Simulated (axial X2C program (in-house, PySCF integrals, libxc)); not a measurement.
**All-electron X2C curves of BaH⁺**

What are the state, bond length, wavenumber and bond energy of BaH⁺, and what does spin–orbit coupling change?

The runs use an in-house X2C program for linear molecules on PySCF integrals; all-electron X2C, Ba dyall-v2z, H dyall-v2z.

All values are calculated.

## 1. Set-up

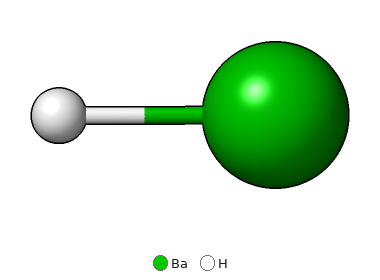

The two atoms at 2.280 Å (barium green, hydrogen white).

File task.json:

```json
{"zs": [56, 1], "q": 1, "bas": ["dyall-v2z", "dyall-v2z"], "levels": ["PBE0", "HF", "TPSSh", "r2SCAN"], "cc": false, "r0": 2.28, "npts": 10, "nst": 2, "ntry": 6}
```

Keys: zs atomic numbers; q charge; bas basis sets; levels methods (HF also brings MP2); cc coupled cluster on or off; r0 starting distance in Å; npts points asked for on the curve; nst determinants followed; ntry starts of the search.

On the command line:

```sh
$ python so2c.py task.json out
```

Spin-free means the one-electron spin-free X2C Hamiltonian; two-component (2c) means X2C with spin–orbit coupling and atomic mean-field two-electron Coulomb and Gaunt terms. Basis: Ba dyall-v2z contracted to [12s13p8d], H dyall-v2z contracted to [5s1p]; Gaussian nuclei, density fitting. Masses: Ba 137.905 u, H 1.008 u.

Notation: σ, π±, δ± give the projection m of an orbital's angular momentum (0, ±1, ±2), α and β its spin, Λ and M_S the sums; ω is the projection of a spinor's total angular momentum and Ω the sum. Logs are in hartree.

The results follow Hamiltonian by Hamiltonian and level by level.

## 2. Which state to follow

PBE0 moves the distance from 2.280 Å to 2.140 Å and compares determinants there.

Spin-free determinants:

| ΔE (eV) | state | open shells |
| --- | --- | --- |
| 0.00 | M_S = 0, Λ = 0 | closed shell |
| 3.00 | M_S = 1, Λ = 0 | beyond closed shells: 2 × σα |
| 3.33 | M_S = 1, Λ = 1 | beyond closed shells: σα, π+α |
| 3.48 | M_S = 0, Λ = 1 | beyond closed shells: σα, π+β |
| 3.69 | M_S = 1, Λ = 2 | beyond closed shells: σα, δ+α |
| 3.70 | M_S = 0, Λ = 2 | beyond closed shells: σα, δ+β |

Two-component determinants:

```
ΔE (eV)  state                              open shells
   0.00  Ω = 0                             closed shell
   3.00  Ω = 1        excess of +ω over −ω: 2 × ω = 1/2
   3.35  Ω = 2   excess of +ω over −ω: ω = 1/2, ω = 3/2
   3.50  Ω = 1  excess of +ω over −ω: ω = -1/2, ω = 3/2
   3.74  Ω = 3   excess of +ω over −ω: ω = 1/2, ω = 5/2
   3.75  Ω = 2  excess of +ω over −ω: ω = -1/2, ω = 5/2
```

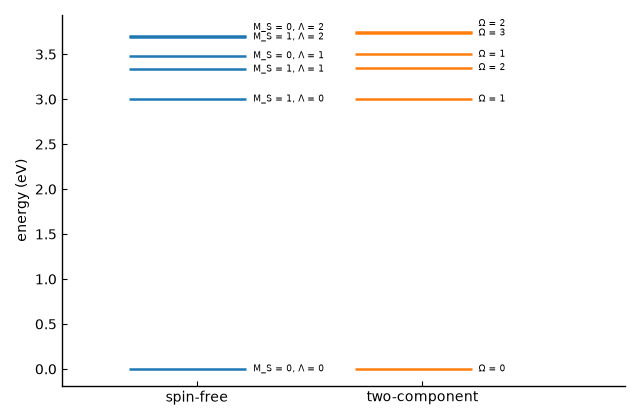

The determinants found, each set from its own lowest.

## 3. PBE0, spin-free

State followed: M_S = 0, Λ = 0 (closed shell). The scan is laid around 2.140 Å, a first estimate of the minimum, and this SCF restarts from the orbitals of the search.

The SCF at the reference distance of 2.140 Å:

```text
spin-free X2C-1e  PBE0
basis functions 99  fitting functions 516  grid points 5058
iter        total energy     max residual
   1      -8134.838383458     1.08e-06
   2      -8134.838383458     6.07e-07
converged
one-electron -11120.52066665  Coulomb 3171.84048163  exact exchange -49.30284011  xc functional -150.70298627  nuclear repulsion 13.84762795
```

Along the bond, energies from the lowest point:

```tsv
R (Å)	E (eV)	μ (D)	HOMO (eV)	LUMO (eV)	iterations
1.862	0.3497	-3.60	-10.80	-5.93	8
1.947	0.1538	-3.97	-10.71	-5.98	8
2.012	0.0642	-4.24	-10.63	-6.02	8
2.076	0.0151	-4.48	-10.54	-6.05	8
2.140	0.0000	-4.72	-10.45	-6.09	2
2.215	0.0178	-4.97	-10.34	-6.14	8
2.290	0.0666	-5.22	-10.23	-6.18	8
2.386	0.1650	-5.51	-10.09	-6.24	8
2.504	0.3255	-5.83	-9.92	-6.31	8
2.675	0.6096	-6.23	-9.68	-6.42	8
```

Dipoles are positive if H is the positive end and refer to the centre of mass.

Outer orbitals at the reference distance:

```csv
symmetry,occupied,ε (eV),atomic character
π+α,yes,-25.24,100% Ba p
π-α,yes,-25.24,100% Ba p
σα,yes,-24.89,"97% Ba p, 2% H s"
σα,yes,-10.45,"57% H s, 26% Ba d, 12% Ba s"
σα,no,-6.09,"74% Ba s, 20% Ba d, 5% Ba p"
δ-α,no,-5.47,100% Ba d
δ+α,no,-5.47,100% Ba d
π+α,no,-5.24,98% Ba d
```

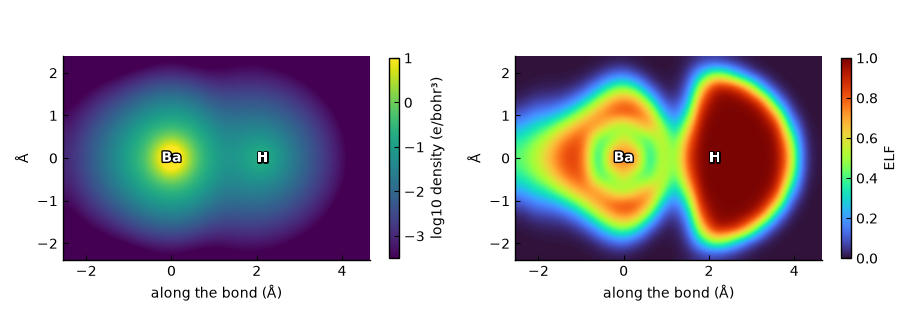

PBE0 fields in a plane through the axis, from a grid of 0.3 Å; Ba lies at z = 0 and H at z = 2.140 Å; the ELF is damped to zero where the density is low.

Re = 2.140 Å, ωe = 1364 cm⁻¹, ωexe = 13.8 cm⁻¹, Be = 3.678 cm⁻¹, De = 2.45 eV, μ = -4.72 D.

## 4. HF, spin-free

Output at 2.140 Å:

```text
spin-free X2C-1e  HF
basis functions 99  fitting functions 516  grid points 5058
iter        total energy     max residual
   1      -8132.043917528     3.06e-01
   2      -8132.060671169     5.40e-03
   3      -8132.061096068     2.33e-03
   4      -8132.061152328     5.68e-04
   5      -8132.061166352     2.59e-04
   6      -8132.061169887     7.52e-05
   7      -8132.061170328     2.05e-05
   8      -8132.061170380     5.02e-06
   9      -8132.061170384     1.30e-06
  10      -8132.061170384     2.13e-07
converged
one-electron -11118.66712759  Coulomb 3170.00640694  exact exchange -197.24807768  xc functional 0.00000000  nuclear repulsion 13.84762795
```

Re = 2.197 Å, ωe = 1322 cm⁻¹, ωexe = 11.5 cm⁻¹, Be = 3.49 cm⁻¹, De = 1.47 eV, μ = -6.05 D.

## 5. TPSSh, spin-free

The SCF at the reference distance of 2.140 Å:

```text
spin-free X2C-1e  TPSSh
basis functions 99  fitting functions 516  grid points 5058
iter        total energy     max residual
   1      -8134.870000147     1.22e-01
   2      -8134.870649947     4.40e-03
   3      -8134.870664721     2.65e-03
   4      -8134.870711679     3.65e-04
   5      -8134.870713241     1.35e-04
   6      -8134.870713507     1.26e-05
   7      -8134.870713510     7.53e-07
   8      -8134.870713510     3.59e-07
converged
one-electron -11120.02202251  Coulomb 3171.33148381  exact exchange -19.72006359  xc functional -180.30773916  nuclear repulsion 13.84762795
```

Re = 2.141 Å, ωe = 1370 cm⁻¹, ωexe = 13.9 cm⁻¹, Be = 3.677 cm⁻¹, De = 2.84 eV, μ = -4.69 D.

## 6. r2SCAN, spin-free

Output at 2.140 Å:

```text
spin-free X2C-1e  r2SCAN
basis functions 99  fitting functions 516  grid points 5058
iter        total energy     max residual
   1      -8135.181818503     1.32e-01
   2      -8135.183956187     3.49e-03
   3      -8135.183975140     3.25e-03
   4      -8135.184039570     2.50e-04
   5      -8135.184039610     2.62e-04
   6      -8135.184040493     4.39e-06
   7      -8135.184040494     4.27e-06
converged
one-electron -11120.01029350  Coulomb 3171.33163303  exact exchange 0.00000000  xc functional -200.35300797  nuclear repulsion 13.84762795
```

Re = 2.144 Å, ωe = 1361 cm⁻¹, ωexe = 13.9 cm⁻¹, Be = 3.665 cm⁻¹, De = 2.64 eV, μ = -4.69 D.

## 7. MP2, spin-free

Correlated methods: 10 electrons correlated (frozen shells, counted by type: Ba 4 s, 3 p, 2 d; H none), 108 virtual spinors in MP2.

MP2: Re = 2.169 Å, ωe = 1338 cm⁻¹, Be = 3.582 cm⁻¹, De = 1.84 eV.

## 8. The spin-free curves together

Energy (eV) of the followed determinant, spin-free, from each level's lowest point:

```tsv
R (Å)	PBE0	HF	MP2	TPSSh	r2SCAN
1.862	0.350	0.492	0.416	0.353	0.360
1.947	0.154	0.251	0.197	0.155	0.160
2.012	0.064	0.130	0.092	0.065	0.068
2.076	0.015	0.052	0.028	0.015	0.017
2.140	0.000	0.010	0.000	0.000	0.000
2.215	0.018	0.000	0.004	0.018	0.016
2.290	0.067	0.024	0.040	0.067	0.063
2.386	0.165	0.097	0.125	0.166	0.159
2.504	0.326	0.233	0.272	0.328	0.317
2.675	0.610	0.495	0.541	0.615	0.598
```

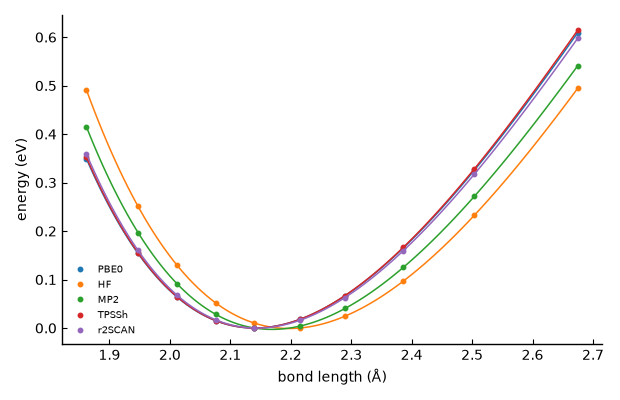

Curves of the followed state, spin-free, each from its own lowest point.

## 9. PBE0, 2c

State followed: Ω = 0 (closed shell). The scan is laid around 2.140 Å, a first estimate of the minimum, and this SCF restarts from the orbitals of the search.

The SCF at the reference distance of 2.140 Å:

```text
two-component X2C + atomic mean field  PBE0
basis functions 99  fitting functions 516  grid points 5058
iter        total energy     max residual
   1      -8131.519783734     6.69e-06
   2      -8131.519783734     6.51e-06
converged
one-electron -11110.16884256  Coulomb 3169.95254178  exact exchange -49.27229011  xc functional -150.61739485  nuclear repulsion 13.84762795  atomic mean-field constant -5.26142595
```

Along the bond, energies from the lowest point:

```tsv
R (Å)	E (eV)	μ (D)	HOMO (eV)	LUMO (eV)	iterations
1.862	0.3476	-3.59	-10.80	-5.94	8
1.947	0.1524	-3.96	-10.71	-5.99	8
2.012	0.0633	-4.22	-10.63	-6.02	8
2.076	0.0147	-4.47	-10.55	-6.06	8
2.140	0.0000	-4.71	-10.46	-6.10	2
2.215	0.0182	-4.96	-10.35	-6.14	8
2.290	0.0674	-5.20	-10.24	-6.19	8
2.386	0.1663	-5.49	-10.09	-6.25	8
2.504	0.3273	-5.81	-9.92	-6.32	8
2.675	0.6120	-6.22	-9.69	-6.42	8
```

Dipoles are positive if H is the positive end and refer to the centre of mass.

Outer spinors at the reference distance:

| ω | occupied | ε (eV) | atomic character | λ mixture |
| --- | --- | --- | --- | --- |
| 1/2 | yes | -26.52 | 99% Ba p | 74% π, 26% σ |
| 3/2 | yes | -24.56 | 100% Ba p | 100% π |
| 1/2 | yes | -24.32 | 98% Ba p | 74% σ, 26% π |
| 1/2 | yes | -10.46 | 57% H s, 26% Ba d, 12% Ba s | 100% σ |
| 1/2 | no | -6.10 | 74% Ba s, 21% Ba d, 5% Ba p | 100% σ |
| 3/2 | no | -5.54 | 100% Ba d | 98% δ, 2% π |
| 5/2 | no | -5.43 | 100% Ba d | 100% δ |
| 1/2 | no | -5.28 | 97% Ba d, 2% Ba p | 99% π, 1% σ |

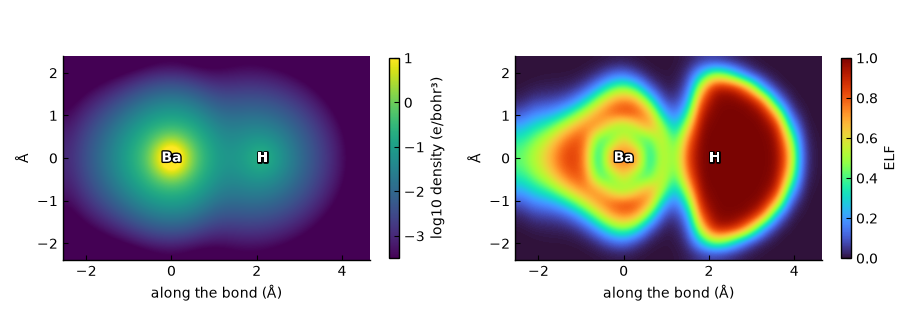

PBE0 fields in a plane through the axis, from a grid of 0.3 Å; Ba lies at z = 0 and H at z = 2.140 Å; the ELF is damped to zero where the density is low.

Re = 2.139 Å, ωe = 1365 cm⁻¹, ωexe = 13.8 cm⁻¹, Be = 3.681 cm⁻¹, De = 2.46 eV, μ = -4.70 D.

## 10. HF, 2c

Output at 2.140 Å:

```text
two-component X2C + atomic mean field  HF
basis functions 99  fitting functions 516  grid points 5058
iter        total energy     max residual
   1      -8128.719259201     3.28e-01
   2      -8128.736038302     5.87e-03
   3      -8128.736466687     2.33e-03
   4      -8128.736523640     5.70e-04
   5      -8128.736537954     2.60e-04
   6      -8128.736541619     7.57e-05
   7      -8128.736542093     2.05e-05
   8      -8128.736542150     4.96e-06
   9      -8128.736542154     1.26e-06
  10      -8128.736542154     4.37e-07
converged
one-electron -11108.31547090  Coulomb 3168.11856072  exact exchange -197.12583396  xc functional 0.00000000  nuclear repulsion 13.84762795  atomic mean-field constant -5.26142595
```

Re = 2.196 Å, ωe = 1323 cm⁻¹, ωexe = 11.5 cm⁻¹, Be = 3.493 cm⁻¹, De = 1.47 eV, μ = -6.03 D.

## 11. TPSSh, 2c

The SCF at the reference distance of 2.140 Å:

```text
two-component X2C + atomic mean field  TPSSh
basis functions 99  fitting functions 516  grid points 5058
iter        total energy     max residual
   1      -8131.547154164     1.22e-01
   2      -8131.547818137     4.41e-03
   3      -8131.547832972     2.70e-03
   4      -8131.547879946     3.63e-04
   5      -8131.547881496     1.34e-04
   6      -8131.547881762     1.27e-05
   7      -8131.547881765     7.56e-07
   8      -8131.547881765     3.52e-07
converged
one-electron -11109.66890695  Coulomb 3169.44221771  exact exchange -19.70784188  xc functional -180.19955263  nuclear repulsion 13.84762795  atomic mean-field constant -5.26142595
```

Re = 2.140 Å, ωe = 1371 cm⁻¹, ωexe = 13.9 cm⁻¹, Be = 3.68 cm⁻¹, De = 2.84 eV, μ = -4.67 D.

## 12. r2SCAN, 2c

Output at 2.140 Å:

```text
two-component X2C + atomic mean field  r2SCAN
basis functions 99  fitting functions 516  grid points 5058
iter        total energy     max residual
   1      -8131.852709118     1.38e-01
   2      -8131.854950818     3.59e-03
   3      -8131.854970303     3.32e-03
   4      -8131.855034687     2.44e-04
   5      -8131.855034713     2.59e-04
   6      -8131.855035577     4.49e-06
   7      -8131.855035578     4.41e-06
converged
one-electron -11109.65583106  Coulomb 3169.44102930  exact exchange 0.00000000  xc functional -200.22643581  nuclear repulsion 13.84762795  atomic mean-field constant -5.26142595
```

Re = 2.143 Å, ωe = 1362 cm⁻¹, ωexe = 14 cm⁻¹, Be = 3.667 cm⁻¹, De = 2.65 eV, μ = -4.67 D.

## 13. Correlated methods, 2c

Correlated methods: 10 electrons correlated (frozen shells, counted by type: Ba 4 s, 3 p, 2 d; H none), 104 virtual spinors in MP2.

MP2: Re = 2.168 Å, ωe = 1339 cm⁻¹, Be = 3.585 cm⁻¹, De = 1.85 eV.

## 14. The 2c curves together

Energy (eV) of the followed determinant, 2c, from each level's lowest point:

```tsv
R (Å)	PBE0	HF	MP2	TPSSh	r2SCAN
1.862	0.348	0.489	0.413	0.351	0.358
1.947	0.152	0.249	0.195	0.154	0.159
2.012	0.063	0.129	0.091	0.064	0.067
2.076	0.015	0.051	0.028	0.015	0.017
2.140	0.000	0.010	0.000	0.000	0.000
2.215	0.018	0.000	0.004	0.018	0.016
2.290	0.067	0.025	0.041	0.068	0.064
2.386	0.166	0.098	0.126	0.168	0.160
2.504	0.327	0.234	0.273	0.330	0.319
2.675	0.612	0.497	0.544	0.617	0.600
```

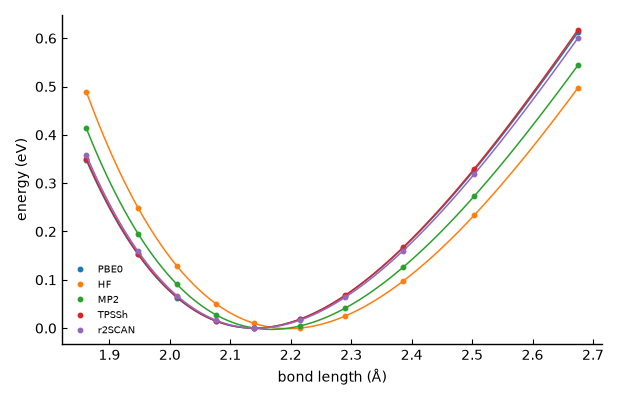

Curves of the followed state, 2c, each from its own lowest point.

The whole job took 49 s on 1 thread, shared host.

## 15. What came out

Lowest determinant that the search found at its distance, spin-free: M_S = 0, Λ = 0 (closed shell).

Lowest determinant that the search found at its distance, 2c: Ω = 0 (closed shell).

| Hamiltonian | level | Re (Å) | ωe (cm⁻¹) | De (eV) | μ (D) |
| --- | --- | --- | --- | --- | --- |
| spin-free | PBE0 | 2.140 | 1364 | 2.45 | -4.72 |
| spin-free | HF | 2.197 | 1322 | 1.47 | -6.05 |
| spin-free | MP2 | 2.169 | 1338 | 1.84 | n/a |
| spin-free | TPSSh | 2.141 | 1370 | 2.84 | -4.69 |
| spin-free | r2SCAN | 2.144 | 1361 | 2.64 | -4.69 |
| 2c | PBE0 | 2.139 | 1365 | 2.46 | -4.70 |
| 2c | HF | 2.196 | 1323 | 1.47 | -6.03 |
| 2c | MP2 | 2.168 | 1339 | 1.85 | n/a |
| 2c | TPSSh | 2.140 | 1371 | 2.84 | -4.67 |
| 2c | r2SCAN | 2.143 | 1362 | 2.65 | -4.67 |

Dipoles are positive if H is the positive end and refer to the centre of mass.

Time per point (s) on 1 thread, shared host (2c runs); the times are rough: PBE0 0.22, HF 0.11, MP2 0.15, TPSSh 0.4, r2SCAN 0.32.

**Reading.** At MP2, going from spin-free to two-component changes Re by -1 mÅ, ωe by +0.1 %, which is small (part of it comes from the scalar share of the two-electron terms). De moves by 0.00 eV; both De rest on single-determinant atoms, which can miss part of an open shell's spin–orbit lowering.

De refers to Ba+ + H, each in the lowest determinant found, which need not be this curve's own limit. Each curve is one determinant whose occupation by symmetry is held fixed; it was picked as the lowest of a PBE0 search that is not exhaustive. The closed shell is kept restricted; where the fragments are open shells, the energy then runs too high at long range. Dissociation energies refer to the lowest single-determinant-based atoms at the same level and basis. The meta-GGAs lack a current-density term, which matters for open shells with orbital currents, atoms included.
